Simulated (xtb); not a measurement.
## Frequency calculation, with input and output: C$_{3}$H$_{8}$AlN (part 2 of 2)

Continued. System: C$_{3}$H$_{8}$AlN. Method: GFN2-xTB (xtb 6.7.1 later snapshot). The geometry was optimised with GFN2-xTB. The settings are looser than a standard set-up, so the numbers are not reference values.

Geometry of the input (Å):
```
C  -1.1352  -0.0143  2.0279
C  -0.3334  -0.6634  1.4067
C  0.6086  -1.3101  0.5336
Al 0.8484  -0.2890  -1.2166
N  -0.4082  1.2954  -0.8167
H  -1.8231  0.4568  2.6658
H  1.5627  -1.4115  1.0724
H  0.2550  -2.3355  0.3476
H  0.1486  -0.8590  -2.4900
H  2.1854  0.4877  -1.4286
H  0.0646  2.1927  -0.7439
H  -0.7911  1.0551  0.1103
H  -1.1823  1.3952  -1.4685
```

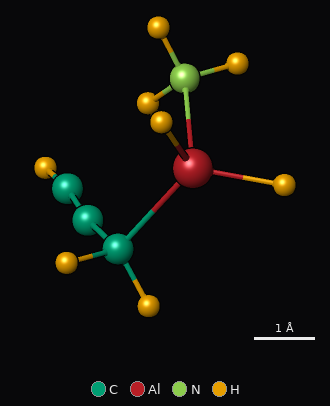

The structure as given in the input (ball-and-stick view, seen at a tilt). Sticks mark near contacts.

**The program's output, continued**
```
 ---------------------------------------------------------------------------
     1   6      3.967 --     2      2.777     6      0.973
     2   6      3.973 --     1      2.777     3      1.081
     3   6      3.893 --     2      1.081     7      0.900     8      0.899
                             4      0.864
     4  13      3.422 --     9      0.872    10      0.872     3      0.864
                             5      0.536
     5   7      3.370 --    13      0.938    11      0.938    12      0.891
                             4      0.536
     6   1      0.998 --     1      0.973
     7   1      0.997 --     3      0.900
Molecule has no symmetry elements
It seems to be the C1 point group
     8   1      0.997 --     3      0.899
     9   1      0.957 --     4      0.872
    10   1      0.957 --     4      0.872
    11   1      0.958 --     5      0.938
    12   1      0.951 --     5      0.891
    13   1      0.958 --     5      0.938
 ---------------------------------------------------------------------------

Topologies differ in total number of bonds
Writing topology from bond orders to xtbtopo.mol

molecular dipole:
                 x           y           z       tot (Debye)
 q only:       -0.748       1.132       0.043
   full:       -1.009       1.263       0.370       4.214
molecular quadrupole (traceless):
                xx          xy          yy          xz          yz          zz
 q only:       -0.945      -3.517       6.671       4.483      -2.714      -5.726
  q+dip:       -1.066      -5.215       7.376       3.781      -2.700      -6.310
   full:       -1.461      -6.952       8.963       3.954      -3.015      -7.503

           -------------------------------------------------
          |               Frequency Printout                |
           -------------------------------------------------
 projected vibrational frequencies (cm⁻¹)
eigval :       -0.00    -0.00    -0.00     0.00     0.00     0.00
eigval :      -64.53    89.41   114.42   191.34   215.79   257.93
eigval :      289.01   328.33   376.99   438.71   451.44   509.28
eigval :      565.11   588.51   616.63   654.24   772.74   997.55
eigval :     1070.66  1092.77  1217.77  1410.11  1458.26  1472.74
eigval :     1711.80  1717.16  2235.97  2865.65  2887.50  3117.09
eigval :     3380.66  3398.40  3406.88
 reduced masses (amu)
    1:      4.01    2:      4.20    3:      6.04    4:      5.71    5:      4.10    6:      5.98
    7:      1.66    8:      1.30    9:      4.79   10:      3.52   11:      1.07   12:      1.52
   13:      1.82   14:      7.82   15:      4.22   16:      1.19   17:      1.19   18:      2.17
   19:      1.37   20:      1.19   21:      1.18   22:      1.29   23:      1.15   24:      3.19
   25:      1.20   26:      1.54   27:      1.17   28:      1.10   29:      1.06   30:      1.06
   31:      1.06   32:      1.03   33:      6.27   34:      1.09   35:      1.05   36:      1.07
   37:      1.15   38:      1.06   39:      1.08
 IR intensities (km·mol⁻¹)
    1:      3.19    2:      0.68    3:      0.42    4:      1.07    5:      4.73    6:      0.59
    7:     12.49    8:      5.25    9:      7.84   10:     13.11   11:      7.72   12:      1.83
   13:      2.66   14:      2.30   15:      8.47   16:     21.54   17:     23.94   18:      9.84
   19:    239.17   20:     91.88   21:     13.16   22:    444.95   23:    656.57   24:     22.90
   25:      8.14   26:    104.21   27:    260.28   28:      4.21   29:     46.93   30:     32.04
   31:    511.55   32:    230.86   33:    104.94   34:     47.77   35:     30.25   36:    232.63
   37:      1.47   38:     29.25   39:     18.50
 Raman intensities (Ä⁴*amu⁻¹)
    1:      0.00    2:      0.00    3:      0.00    4:      0.00    5:      0.00    6:      0.00
    7:      0.00    8:      0.00    9:      0.00   10:      0.00   11:      0.00   12:      0.00
   13:      0.00   14:      0.00   15:      0.00   16:      0.00   17:      0.00   18:      0.00
   19:      0.00   20:      0.00   21:      0.00   22:      0.00   23:      0.00   24:      0.00
   25:      0.00   26:      0.00   27:      0.00   28:      0.00   29:      0.00   30:      0.00
   31:      0.00   32:      0.00   33:      0.00   34:      0.00   35:      0.00   36:      0.00
   37:      0.00   38:      0.00   39:      0.00
 output can be read by thermo (or use thermo option).
 writing <g98.out> molden fake output.
 recommended (thermochemical) frequency scaling factor: 1.0
           -------------------------------------------------
          |             Thermodynamic Functions             |
           -------------------------------------------------

c1  symmetry found (for desy threshold:  0.10E+00) used in thermo

          ...................................................
          :                      SETUP                      :
          :.................................................:
          :  # frequencies                          32      :
          :  # imaginary freq.                       1      :
          :  linear?                             false      :
          :  only rotor calc.                    false      :
          :  symmetry                               c1      :
          :  rotational number                       1      :
          :  scaling factor                  1.0000000      :
          :  rotor cutoff                   50.0000000 cm⁻¹ :
          :  imag. cutoff                  -20.0000000 cm⁻¹ :
          :.................................................:

    mode    ω/cm⁻¹     T·S(HO)/kcal·mol⁻¹    T·S(FR)/kcal·mol⁻¹   T·S(vib)
   ------------------------------------------------------------------------
       1     89.41    -1.09510 ( 91.09%)    -0.88407 (  8.91%)    -1.07630
       2    114.42    -0.95185 ( 96.48%)    -0.81106 (  3.52%)    -0.94689
       3    191.34    -0.66034 ( 99.54%)    -0.65884 (  0.46%)    -0.66033
       4    215.79    -0.59455 ( 99.71%)    -0.62323 (  0.29%)    -0.59463
       5    257.93    -0.49963 ( 99.86%)    -0.57041 (  0.14%)    -0.49973
       6    289.01    -0.44119 ( 99.91%)    -0.53671 (  0.09%)    -0.44127
   ------------------------------------------------------------------------

   temp. (K)  partition function   enthalpy   heat capacity  entropy
                                   cal/mol     cal/K/mol   cal/K/mol   J/K/mol
 298.15  VIB   89.1                 3639.899     24.278     21.052
         ROT  0.159E+06              888.727      2.981     26.781
         INT  0.142E+08             4528.626     27.258     47.833
         TR   0.240E+26             1481.212      4.968     39.237
         TOT                        6009.8384    32.2265    87.0691   364.2970

       T/K    H(0)-H(T)+PV         H(T)/Eh          T*S/Eh         G(T)/Eh
   ------------------------------------------------------------------------
    298.15    0.957729E-02    0.100478E+00    0.413693E-01    0.591088E-01
   ------------------------------------------------------------------------

         :::::::::::::::::::::::::::::::::::::::::::::::::::::
         ::                  THERMODYNAMIC                  ::
         :::::::::::::::::::::::::::::::::::::::::::::::::::::
         :: total free energy         -14.357774936497 Eh   ::
         ::.................................................::
         :: total energy              -14.416883724263 Eh   ::
         :: zero point energy           0.090900823397 Eh   ::
         :: G(RRHO) w/o ZPVE           -0.031792035631 Eh   ::
         :: G(RRHO) contrib.            0.059108787766 Eh   ::
         :::::::::::::::::::::::::::::::::::::::::::::::::::::
imag cut-off (cm-1) :    5.00
 found            1  significant imaginary frequency
 writing imag mode distorted coords to xtbhess.xyz
 for further optimization.

           -------------------------------------------------
          | TOTAL ENERGY              -14.416883724263 Eh   |
          | TOTAL ENTHALPY            -14.316405613767 Eh   |
          | TOTAL FREE ENERGY         -14.357774936497 Eh   |
          | GRADIENT NORM               0.000141852945 Eh/α |
          | HOMO-LUMO GAP               5.344204750923 eV   |
           -------------------------------------------------

------------------------------------------------------------------------
------------------------------------------------------------------------
 total:
 *  cpu-time:     0 d,  0 h,  0 min,  0.571 sec
 * ratio c/w:     1.000 speedup
 SCF:
 *  cpu-time:     0 d,  0 h,  0 min,  0.010 sec
 * ratio c/w:     1.000 speedup
 analytical hessian:
 *  cpu-time:     0 d,  0 h,  0 min,  0.549 sec
 * ratio c/w:     1.000 speedup
```

**File vibspectrum**
```
$vibrational spectrum
#  mode     symmetry     wave number   IR intensity    selection rules
#                         cm**(-1)      (km*mol⁻¹)        IR
     1                      -0.00         0.00000          -
     2                      -0.00         0.00000          -
     3                      -0.00         0.00000          -
     4                       0.00         0.00000          -
     5                       0.00         0.00000          -
     6                       0.00         0.00000          -
     7        a            -64.53        12.48694         YES
     8        a             89.41         5.24927         YES
     9        a            114.42         7.84149         YES
    10        a            191.34        13.11081         YES
    11        a            215.79         7.71937         YES
    12        a            257.93         1.82970         YES
    13        a            289.01         2.65585         YES
    14        a            328.33         2.29584         YES
    15        a            376.99         8.47179         YES
    16        a            438.71        21.53579         YES
    17        a            451.44        23.93725         YES
    18        a            509.28         9.84159         YES
    19        a            565.11       239.16824         YES
    20        a            588.51        91.88153         YES
    21        a            616.63        13.15656         YES
    22        a            654.24       444.95032         YES
    23        a            772.74       656.57253         YES
    24        a            997.55        22.89884         YES
    25        a           1070.66         8.13592         YES
    26        a           1092.77       104.20922         YES
    27        a           1217.77       260.28185         YES
    28        a           1410.11         4.21092         YES
    29        a           1458.26        46.93099         YES
    30        a           1472.74        32.04365         YES
    31        a           1711.80       511.55366         YES
    32        a           1717.16       230.86193         YES
    33        a           2235.97       104.93696         YES
    34        a           2865.65        47.77193         YES
    35        a           2887.50        30.25014         YES
    36        a           3117.09       232.62545         YES
    37        a           3380.66         1.47139         YES
    38        a           3398.40        29.25261         YES
    39        a           3406.88        18.50165         YES
$end
```

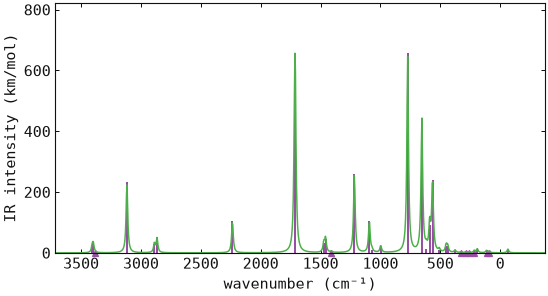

Harmonic infrared spectrum, unscaled: sticks (degenerate modes added up, dark ones marked on the axis) with a Lorentzian envelope of 16 cm⁻¹ full width, scaled to the tallest stick; imaginary modes are drawn at negative wavenumbers. 33 modes from 65i to 3407 cm⁻¹, 1 imaginary beyond 8i (65i cm⁻¹): not a clean minimum; so soft a mode can be a shallow saddle, an incomplete relaxation or noise of the force constants. The strongest line is at 773 cm⁻¹ (657 km/mol).

**Summary**

```tsv
quantity	value
outcome	converged
electrons treated	28
total energy	−14.416884 hartree
dispersion energy	−0.007791 hartree
basis functions	34
HOMO	−9.50 eV
LUMO	−4.16 eV
zero-point energy	0.090901 hartree
dipole moment	4.22 D
wavenumbers, lowest and highest	65i and 3407 cm⁻¹
hardware	1 thread of Arm Neoverse N1, 16 GiB of memory available, shared host
wall time	0.59 s
peak memory	0.073 GiB
```

**Remarks**

Settings chosen away from the usual ones: method = gfn2-xtb; task = frequencies; x = {"hess_step": 0.1}; geo = {"prev": "A"}. These settings are looser than, or depart from, a standard set-up, so the numbers are not reference values for this system.
